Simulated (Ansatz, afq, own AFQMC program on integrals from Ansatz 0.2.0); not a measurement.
**AlBH₂ (triplet): quantum Monte Carlo beside coupled cluster at distance B1–Al2 = 1.505 Å, 6-31G**

Aim: compute AlBH₂ (triplet) with auxiliary-field quantum Monte Carlo on the same integrals as coupled cluster, and set the energies side by side.

Method: 6-31G, frozen cores; program: Ansatz 0.2.0, Gaussian basis, and an in-house AFQMC program (afq) on its integrals; all values are calculated.

Plan: Full CI; PBE (unrestricted); r2SCAN (unrestricted); PBE0 (unrestricted); B3LYP (unrestricted); CCSD(T) on ROHF; wB97M-V (unrestricted); B2PLYP (unrestricted); Full CI; Full CI (quintet); CCSDT(Q) on ROHF; CCSDTQ on ROHF; Phaseless AFQMC, CISD trial on ROHF; Phaseless AFQMC, first-order trial on ROHF; CCSD(T) on UHF; Full CI; CCSDT(Q) on UHF; CCSDTQ on UHF; Phaseless AFQMC, CISD trial on UHF.

1 further run of the same task is left out (it didn't finish).

**1. What is computed**

The geometry derives from a PBE0/def2-TZVP stationary point (not a proven minimum). One bond is set to the value named and the two fragments are kept rigid.

4 atoms, charge 0, spin multiplicity 3.

Atoms are counted from 1 here; the program's logs count them from 0.

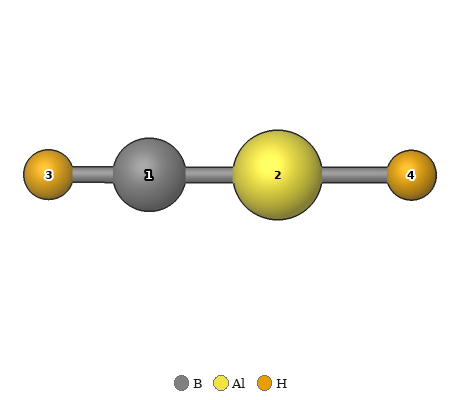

The structure; boron grey, aluminium yellow, hydrogen amber; atoms are numbered from 1 in the order of the file.

Coordinates:

```xyz
4
AlBH2
B     0.00000    0.00000    0.84942
Al    0.00000    0.00000   -0.65558
H     0.00000    0.00000    2.03251
H     0.00000    0.00000   -2.22636
```

**2. Full CI**

File in.yaml:

```yaml
crystal:
  periodic: [false, false, false]
  atoms:
    - {symbol: B, position_ang: [0.000000, 0.000000, 0.849422]}
    - {symbol: Al, position_ang: [0.000000, 0.000000, -0.655578]}
    - {symbol: H, position_ang: [0.000000, 0.000000, 2.032510]}
    - {symbol: H, position_ang: [0.000000, 0.000000, -2.226356]}
basis:
  gaussian: {orbitals: 6-31G}
magnetization: {spin_polarized: false, initial_magnetization: 2}
correlation: {method: fci, electrons: outside_noble_gas}
```

Command:

```bash
$ ansatz run in.yaml --threads 1 --pin off --events-out ev --progress --plain --max-ram 24576MiB --backend cuda --devices 0, --max-vram 18GiB
```

Output:

```text
Functional definition: HF
  name "HF"
  cite "Fock, Z. Phys. 61, 126 (1930) doi:10.1007/BF01340294"
  parent pbe
  exchange = exact_x
  correlation = 0
540 factors; integrals over basis functions are off by at most 7.9e-8 eV
mean field evaluation 1: about -7278.1513 eV, gradient 1.0e1 eV
mean field evaluation 2: about -7278.1577 eV, gradient 1.0e1 eV
mean field evaluation 4: about -7278.7325 eV, gradient 9.9e-1 eV
mean field evaluation 8: about -7278.7390 eV, gradient 3.8e-4 eV
mean field -7278.73901022 eV, -267.4887249189 hartree, gradient 2.1e-6 eV, S^2 2.000000; 0 other end points of the search recorded, 0 dependent functions left out
mean field evaluation 16: about -7278.8186 eV, gradient 3.6e-1 eV
6 core orbitals not correlated: weight in the atoms' cores, before any rotation towards them, 1.000 or more for the frozen orbitals, at most 0.000 for the correlated occupied ones
reference -7278.73901022 eV, -267.4887249189 hartree; 5, 3 occupied and 15, 17 virtual orbitals, 540 factors
state -7281.28802891 eV, -267.5823996282 hartree
Total energy: -7281.28802891 eV, -267.5823996282 hartree
```

Run time: 4.7 s. Hardware: 1 × NVIDIA H100 80GB HBM3 with 1 thread of AMD EPYC 7R13 (Zen 3), shared host; peak host memory 0.77 GiB.

From the report: 5,840,512 determinants, symmetry A2.

**3. PBE (unrestricted)**

in.yaml: that of step 2 with these lines changed.

```diff
@@ -9,3 +9,4 @@
   gaussian: {orbitals: 6-31G}
-magnetization: {spin_polarized: false, initial_magnetization: 2}
-correlation: {method: fci, electrons: outside_noble_gas}
+magnetization: {spin_polarized: true, initial_magnetization: 2}
+hamiltonian: {xc: {name: PBE}}
+output: {orbitals: {seedname: orbitals}}
```

Command:

```bash
$ ansatz run in.yaml --threads 1 --pin off --events-out ev --progress --plain --max-ram 8192MiB --backend cpu
```

Output:

```text
Functional definition: PBE
  name "PBE"
  cite "Perdew, Burke & Ernzerhof, Phys. Rev. Lett. 77, 3865 (1996) doi:10.1103/PhysRevLett.77.3865"
  parent pbe
  parameter kappa = 0.804
  parameter beta = 0.06672455060314922
  exchange = pbe_x(kappa = kappa, mu = beta*pi^2/3)
  correlation = pbe_c(beta = beta)
328 factors; integrals over basis functions are off by at most 2.1e-4 eV
mean field evaluation 1: about -7289.3266 eV, gradient 2.1e1 eV
mean field evaluation 2: about -7283.9890 eV, gradient 3.0e1 eV
mean field evaluation 4: about -7293.0042 eV, gradient 9.4e-1 eV
mean field evaluation 8: about -7293.0087 eV, gradient 9.4e-3 eV
mean field -7293.00874690 eV, -268.0131280696 hartree, gradient 4.5e-5 eV, S^2 2.005624; 0 other end points of the search recorded, 0 dependent functions left out
reference -7293.00878568 eV, -268.0131294949 hartree; 11, 9 occupied and 15, 17 virtual orbitals, 328 factors
Total energy: -7293.00878568 eV, -268.0131294949 hartree
```

Run time: 0.55 s. Hardware: 1 thread of AMD EPYC 7R13 (Zen 3), shared host; peak memory 0.73 GiB.

From the report: ⟨S²⟩ of the determinant 2.006 (pure triplet: 2.00).

**4. r2SCAN (unrestricted)**

in.yaml: that of step 3 with these lines changed.

```diff
@@ -10,3 +10,2 @@
 magnetization: {spin_polarized: true, initial_magnetization: 2}
-hamiltonian: {xc: {name: PBE}}
-output: {orbitals: {seedname: orbitals}}
+hamiltonian: {xc: {name: r2SCAN}}
```

Launched as before.

Output:

```text
Functional definition: r2SCAN
  name "r2SCAN"
  cite "Furness, Kaplan, Ning, Perdew & Sun, J. Phys. Chem. Lett. 11, 8208 (2020) doi:10.1021/acs.jpclett.0c02405"
  cite "Furness, Kaplan, Ning, Perdew & Sun, J. Phys. Chem. Lett. 11, 9248 (2020) doi:10.1021/acs.jpclett.0c03077"
  parent r2scan
  parameter k0 = 0.174
  parameter k1 = 0.065
  parameter a1 = 4.9479
  exchange = r2scan_x(k0 = k0, k1 = k1, a1 = a1)
  correlation = r2scan_c
328 factors; integrals over basis functions are off by at most 2.1e-4 eV
mean field evaluation 1: about -7294.0528 eV, gradient 1.8e1 eV
mean field evaluation 2: about -7291.7853 eV, gradient 2.3e1 eV
mean field evaluation 4: about -7296.7600 eV, gradient 5.3e-1 eV
mean field evaluation 8: about -7296.7589 eV, gradient 1.0e-2 eV
mean field evaluation 16: about -7296.7589 eV, gradient 1.1e-5 eV
mean field -7296.75888034 eV, -268.1509429316 hartree, gradient 1.1e-5 eV, S^2 2.011591; 0 other end points of the search recorded, 0 dependent functions left out
reference -7296.75889558 eV, -268.1509434918 hartree; 11, 9 occupied and 15, 17 virtual orbitals, 328 factors
Total energy: -7296.75889558 eV, -268.1509434918 hartree
```

It took 1.2 s on 1 thread of AMD EPYC 7R13 (Zen 3), shared host; peak memory 0.73 GiB.

From the report: ⟨S²⟩ of the determinant 2.012 (pure triplet: 2.00).

**5. PBE0 (unrestricted)**

in.yaml: that of step 4 with these lines changed.

```diff
@@ -10,2 +10,3 @@
 magnetization: {spin_polarized: true, initial_magnetization: 2}
-hamiltonian: {xc: {name: r2SCAN}}
+hamiltonian: {xc: {name: PBE0}}
+output: {orbitals: {seedname: orbitals}}
```

Launched as before.

Output:

```text
Functional definition: PBE0
  name "PBE0"
  cite "Adamo & Barone, J. Chem. Phys. 110, 6158 (1999) doi:10.1063/1.478522"
  cite "Perdew, Burke & Ernzerhof, Phys. Rev. Lett. 77, 3865 (1996) doi:10.1103/PhysRevLett.77.3865"
  parent pbe
  parameter a = 0.25
  parameter kappa = 0.804
  parameter beta = 0.06672455060314922
  exchange = (1 - a)*pbe_x(kappa = kappa, mu = beta*pi^2/3) + a*exact_x
  correlation = pbe_c(beta = beta)
328 factors; integrals over basis functions are off by at most 2.1e-4 eV
mean field evaluation 1: about -7291.8820 eV, gradient 1.6e1 eV
mean field evaluation 2: about -7291.5600 eV, gradient 1.6e1 eV
mean field evaluation 4: about -7293.8282 eV, gradient 2.4e-1 eV
mean field evaluation 8: about -7293.8754 eV, gradient 2.7e-2 eV
mean field evaluation 16: about -7293.8754 eV, gradient 5.3e-5 eV
mean field -7293.87542053 eV, -268.0449777381 hartree, gradient 5.3e-5 eV, S^2 2.006218; 0 other end points of the search recorded, 0 dependent functions left out
reference -7293.87544983 eV, -268.0449788147 hartree; 11, 9 occupied and 15, 17 virtual orbitals, 328 factors
Total energy: -7293.87544983 eV, -268.0449788147 hartree
```

It took 0.66 s on 1 thread of AMD EPYC 7R13 (Zen 3), shared host; peak memory 0.73 GiB.

From the report: ⟨S²⟩ of the determinant 2.006 (pure triplet: 2.00).

**6. B3LYP (unrestricted)**

in.yaml: that of step 5 with these lines changed.

```diff
@@ -10,3 +10,2 @@
 magnetization: {spin_polarized: true, initial_magnetization: 2}
-hamiltonian: {xc: {name: PBE0}}
-output: {orbitals: {seedname: orbitals}}
+hamiltonian: {xc: {name: B3LYP}}
```

The command is unchanged.

Output, shortened:

```text
Functional definition: B3LYP
  name "B3LYP"
  cite "Stephens, Devlin, Chabalowski & Frisch, J. Phys. Chem. 98, 11623 (1994) doi:10.1021/j100096a001"
  cite "Becke, Phys. Rev. A 38, 3098 (1988) doi:10.1103/PhysRevA.38.3098"
  cite "Lee, Yang & Parr, Phys. Rev. B 37, 785 (1988) doi:10.1103/PhysRevB.37.785"
  cite "Vosko, Wilk & Nusair, Can. J. Phys. 58, 1200 (1980) doi:10.1139/p80-159"
[...]
328 factors; integrals over basis functions are off by at most 2.1e-4 eV
[...]
mean field -7298.77841637 eV, -268.2251595118 hartree, gradient 5.5e-5 eV, S^2 2.004237; 0 other end points of the search recorded, 0 dependent functions left out
reference -7298.77862302 eV, -268.2251671061 hartree; 11, 9 occupied and 15, 17 virtual orbitals, 328 factors
Total energy: -7298.77862302 eV, -268.2251671061 hartree
```

It took 0.67 s on 1 thread of AMD EPYC 7R13 (Zen 3), shared host; peak memory 0.73 GiB.

From the report: ⟨S²⟩ of the determinant 2.004 (pure triplet: 2.00).

**7. CCSD(T) on ROHF**

in.yaml: that of step 6 with these lines changed.

```diff
@@ -9,3 +9,3 @@
   gaussian: {orbitals: 6-31G}
-magnetization: {spin_polarized: true, initial_magnetization: 2}
-hamiltonian: {xc: {name: B3LYP}}
+magnetization: {spin_polarized: false, initial_magnetization: 2}
+correlation: {method: ccsd_t, electrons: outside_noble_gas, hamiltonian_folder: ham}
```

Command:

```bash
$ ansatz run in.yaml --threads 1 --pin off --events-out ev --progress --plain --max-ram 24576MiB --backend cuda --devices 0, --max-vram 18GiB
```

Output, shortened:

```text
Functional definition: HF
  name "HF"
  cite "Fock, Z. Phys. 61, 126 (1930) doi:10.1007/BF01340294"
  parent pbe
[...]
328 factors; integrals over basis functions are off by at most 2.1e-4 eV
[...]
mean field -7278.73882158 eV, -267.4887179867 hartree, gradient 2.3e-6 eV, S^2 2.000000; 0 other end points of the search recorded, 0 dependent functions left out
6 core orbitals not correlated: weight in the atoms' cores, before any rotation towards them, 1.000 or more for the frozen orbitals, at most 0.000 for the correlated occupied ones
reference -7278.73882158 eV, -267.4887179867 hartree; 5, 3 occupied and 15, 17 virtual orbitals, 328 factors
second order -1.82010381 eV of doubles, -0.04175788 eV of singles
cycle   1  -2.27295168 eV  change   -4.1e-1 eV  update   5.7e-2
[...]
cycle  10  -2.47893213 eV  change   -2.9e-6 eV  update   5.3e-6
perturbative correction -0.04878259 eV, -0.0017927270 hartree
Total energy: -7281.26653630 eV, -267.5816097893 hartree
```

Wall time 4.3 s (1 × NVIDIA H100 80GB HBM3 with 1 thread of AMD EPYC 7R13 (Zen 3), shared host); peak host memory 0.79 GiB.

From the report: correlation -2.5277 eV; T1 0.020; largest double amplitude 0.06.

This run also writes the integrals to the folder ham.

**8. wB97M-V (unrestricted)**

in.yaml: that of step 7 with these lines changed.

```diff
@@ -9,3 +9,4 @@
   gaussian: {orbitals: 6-31G}
-magnetization: {spin_polarized: false, initial_magnetization: 2}
-correlation: {method: ccsd_t, electrons: outside_noble_gas, hamiltonian_folder: ham}
+magnetization: {spin_polarized: true, initial_magnetization: 2}
+hamiltonian: {xc: {name: wB97M-V}}
+output: {orbitals: {seedname: orbitals}}
```

Command:

```bash
$ ansatz run in.yaml --threads 1 --pin off --events-out ev --progress --plain --max-ram 8192MiB --backend cpu
```

Output, shortened:

```text
Functional definition: wB97M-V
  name "wB97M-V"
  cite "Mardirossian & Head-Gordon, J. Chem. Phys. 144, 214110 (2016) doi:10.1063/1.4952647"
  cite "Becke, J. Chem. Phys. 107, 8554 (1997) doi:10.1063/1.475007"
  cite "Vydrov & Van Voorhis, J. Chem. Phys. 133, 244103 (2010) doi:10.1063/1.3521275"
  # Of w^i u^j: cxij and so on, Table III.
[...]
  gx(w, u) = 1 - cx + cx01*u + cx10*w
  gss(w, u) = css00 + css04*u^4 + css10*w + css20*w^2 + css43*w^4*u^3
  gos(w, u) = cos00 + cos10*w + (cos20 + cos21*u)*w^2 + (cos60 + cos61*u)*w^6
[...]
      + integral(e_c_pw_mod_opposite_spin*gos(b97_w_opposite, b97_u_opposite)) + vv10(b, c)
328 factors; integrals over basis functions are off by at most 2.1e-4 eV
134 factors; integrals over basis functions are off by at most 4.5e-6 eV
[...]
mean field -7297.01199325 eV, -268.1602446596 hartree, gradient 4.3e-5 eV, S^2 2.002546; 0 other end points of the search recorded, 0 dependent functions left out
reference -7297.01203385 eV, -268.1602461515 hartree; 11, 9 occupied and 15, 17 virtual orbitals, 328 factors
Total energy: -7297.01203385 eV, -268.1602461515 hartree
```

Wall time 2.4 s (1 thread of AMD EPYC 7R13 (Zen 3), shared host); peak memory 0.73 GiB.

From the report: ⟨S²⟩ of the determinant 2.003 (pure triplet: 2.00).

**9. B2PLYP (unrestricted)**

in.yaml: that of step 8 with these lines changed.

```diff
@@ -10,3 +10,3 @@
 magnetization: {spin_polarized: true, initial_magnetization: 2}
-hamiltonian: {xc: {name: wB97M-V}}
-output: {orbitals: {seedname: orbitals}}
+hamiltonian: {xc: {name: B2PLYP}}
+correlation: {electrons: outside_noble_gas}
```

Same command.

Output, shortened:

```text
Functional definition: B2PLYP
  name "B2PLYP"
  cite "Grimme, J. Chem. Phys. 124, 034108 (2006) doi:10.1063/1.2148954"
  cite "Becke, Phys. Rev. A 38, 3098 (1988) doi:10.1103/PhysRevA.38.3098"
  cite "Lee, Yang & Parr, Phys. Rev. B 37, 785 (1988) doi:10.1103/PhysRevB.37.785"
[...]
328 factors; integrals over basis functions are off by at most 2.1e-4 eV
[...]
mean field -7292.53819710 eV, -267.9958356837 hartree, gradient 2.6e-6 eV, S^2 2.006369; 0 other end points of the search recorded, 0 dependent functions left out
6 core orbitals not correlated: weight in the atoms' cores, before any rotation towards them, 1.000 or more for the frozen orbitals, at most 0.000 for the correlated occupied ones
reference -7292.53832741 eV, -267.9958404724 hartree; 5, 3 occupied and 15, 17 virtual orbitals, 328 factors
second order -2.33829259 eV of doubles, -0.00000000 eV of singles
Total energy: -7293.16966641 eV, -268.0190417527 hartree
```

Run time: 0.7 s. Hardware: 1 thread of AMD EPYC 7R13 (Zen 3), shared host; peak memory 0.73 GiB.

From the report: ⟨S²⟩ of the determinant 2.006 (pure triplet: 2.00).

**10. Full CI**

File in.yaml:

```yaml
hamiltonian:
  integrals:
    folder: ../ham
correlation: {method: fci}
```

Command:

```bash
$ ansatz run in.yaml --threads 1 --pin off --events-out ev --progress --plain --max-ram 24576MiB --backend cuda --devices 0, --max-vram 18GiB
```

Output:

```text
Functional definition: HF
  name "HF"
  cite "Fock, Z. Phys. 61, 126 (1930) doi:10.1007/BF01340294"
  parent pbe
  exchange = exact_x
  correlation = 0
reference -7278.73882158 eV, -267.4887179867 hartree; 5, 3 occupied and 15, 17 virtual orbitals, 328 factors
state -7281.28791845 eV, -267.5823955689 hartree
Total energy: -7281.28791845 eV, -267.5823955689 hartree
```

It took 6 s on 1 × NVIDIA H100 80GB HBM3 with 1 thread of AMD EPYC 7R13 (Zen 3), shared host; peak host memory 0.73 GiB.

From the report: 4,419,456 determinants.

**11. Full CI (quintet)**

File in.yaml:

```yaml
crystal:
  periodic: [false, false, false]
  atoms:
    - {symbol: B, position_ang: [0.000000, 0.000000, 0.849422]}
    - {symbol: Al, position_ang: [0.000000, 0.000000, -0.655578]}
    - {symbol: H, position_ang: [0.000000, 0.000000, 2.032510]}
    - {symbol: H, position_ang: [0.000000, 0.000000, -2.226356]}
basis:
  gaussian: {orbitals: 6-31G}
magnetization: {spin_polarized: false, initial_magnetization: 4}
correlation: {method: fci, electrons: outside_noble_gas}
```

The command is unchanged.

Output, shortened:

```text
Functional definition: HF
  name "HF"
  cite "Fock, Z. Phys. 61, 126 (1930) doi:10.1007/BF01340294"
  parent pbe
[...]
540 factors; integrals over basis functions are off by at most 7.9e-8 eV
[...]
a density is far from that of the atoms, so the factors are made again for it
574 factors; integrals over basis functions are off by at most 3.9e-8 eV
[...]
mean field -7272.09628690 eV, -267.2446093396 hartree, gradient 4.9e-6 eV, S^2 6.000000; 11 other end points of the search recorded, 0 dependent functions left out
[...]
determinant -7272.09628690 eV, -267.2446093396 hartree, with singles and doubles -7274.75031488 eV, -267.3421430690 hartree
determinant -7271.79316793 eV, -267.2334699231 hartree, with singles and doubles -7274.15032335 eV, -267.3200937868 hartree
6 core orbitals not correlated: weight in the atoms' cores, before any rotation towards them, 1.000 or more for the frozen orbitals, at most 0.000 for the correlated occupied ones
reference -7272.09628690 eV, -267.2446093396 hartree; 6, 2 occupied and 14, 18 virtual orbitals, 574 factors
state -7274.88798786 eV, -267.3472024578 hartree
Total energy: -7274.88798786 eV, -267.3472024578 hartree
```

Wall time 9 s (1 × NVIDIA H100 80GB HBM3 with 1 thread of AMD EPYC 7R13 (Zen 3), shared host); peak host memory 0.87 GiB.

From the report: 1,861,632 determinants, symmetry A2.

**12. CCSDT(Q) on ROHF**

in.yaml: that of step 11 with these lines changed.

```diff
@@ -9,3 +9,3 @@
   gaussian: {orbitals: 6-31G}
-magnetization: {spin_polarized: false, initial_magnetization: 4}
-correlation: {method: fci, electrons: outside_noble_gas}
+magnetization: {spin_polarized: false, initial_magnetization: 2}
+correlation: {method: ccsdt_q, electrons: outside_noble_gas}
```

The command is unchanged.

Output, shortened:

```text
Functional definition: HF
  name "HF"
  cite "Fock, Z. Phys. 61, 126 (1930) doi:10.1007/BF01340294"
  parent pbe
[...]
540 factors; integrals over basis functions are off by at most 7.9e-8 eV
[...]
mean field -7278.73901022 eV, -267.4887249189 hartree, gradient 2.1e-6 eV, S^2 2.000000; 0 other end points of the search recorded, 0 dependent functions left out
6 core orbitals not correlated: weight in the atoms' cores, before any rotation towards them, 1.000 or more for the frozen orbitals, at most 0.000 for the correlated occupied ones
reference -7278.73901022 eV, -267.4887249189 hartree; 5, 3 occupied and 15, 17 virtual orbitals, 540 factors
second order -1.82012688 eV of doubles, -0.04175753 eV of singles
cycle   1  -2.27296971 eV  change   -4.1e-1 eV  update   6.0e-2
[...]
cycle  15  -2.54537227 eV  change    5.2e-7 eV  update   3.2e-7
perturbative correction -0.00299307 eV, -0.0001099935 hartree
Total energy: -7281.28737556 eV, -267.5823756181 hartree
```

Wall time 6.5 s (1 × NVIDIA H100 80GB HBM3 with 1 thread of AMD EPYC 7R13 (Zen 3), shared host); peak host memory 0.8 GiB.

From the report: correlation -2.5484 eV; T1 0.020; largest double amplitude 0.07.

**13. CCSDTQ on ROHF**

in.yaml: that of step 12 with these lines changed.

```diff
@@ -10,2 +10,2 @@
 magnetization: {spin_polarized: false, initial_magnetization: 2}
-correlation: {method: ccsdt_q, electrons: outside_noble_gas}
+correlation: {method: ccsdtq, electrons: outside_noble_gas}
```

The command is unchanged.

Output, shortened:

```text
Functional definition: HF
  name "HF"
  cite "Fock, Z. Phys. 61, 126 (1930) doi:10.1007/BF01340294"
  parent pbe
[...]
540 factors; integrals over basis functions are off by at most 7.9e-8 eV
[...]
mean field -7278.73901022 eV, -267.4887249189 hartree, gradient 2.1e-6 eV, S^2 2.000000; 0 other end points of the search recorded, 0 dependent functions left out
6 core orbitals not correlated: weight in the atoms' cores, before any rotation towards them, 1.000 or more for the frozen orbitals, at most 0.000 for the correlated occupied ones
reference -7278.73901022 eV, -267.4887249189 hartree; 5, 3 occupied and 15, 17 virtual orbitals, 540 factors
second order -1.82012688 eV of doubles, -0.04175753 eV of singles
cycle   1  -2.27296971 eV  change   -4.1e-1 eV  update   6.0e-2
[...]
cycle  15  -2.54893031 eV  change    1.3e-7 eV  update   5.4e-7
Total energy: -7281.28794052 eV, -267.5823963800 hartree
```

Run time: 10 s. Hardware: 1 × NVIDIA H100 80GB HBM3 with 1 thread of AMD EPYC 7R13 (Zen 3), shared host; peak host memory 0.82 GiB.

From the report: correlation -2.5489 eV; T1 0.020; largest double amplitude 0.07.

[end of part 1 of 2]
